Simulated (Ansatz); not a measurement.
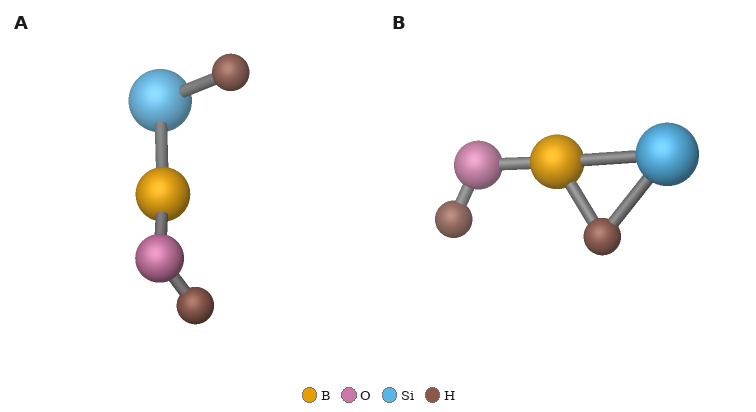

2 stationary structures of one formula. State: neutral, doublet. Geometries: PBE0-D4/def2-TZVP. Electronic energies: UHF-CCSD(T) (frozen core)/def2-TZVPP (Ansatz 0.2.0), without zero-point energy. No frequency run is at hand to confirm each as a minimum.

> Which is lowest in energy, and by how much?

B is lowest; A lies 7.6 kJ/mol above it.
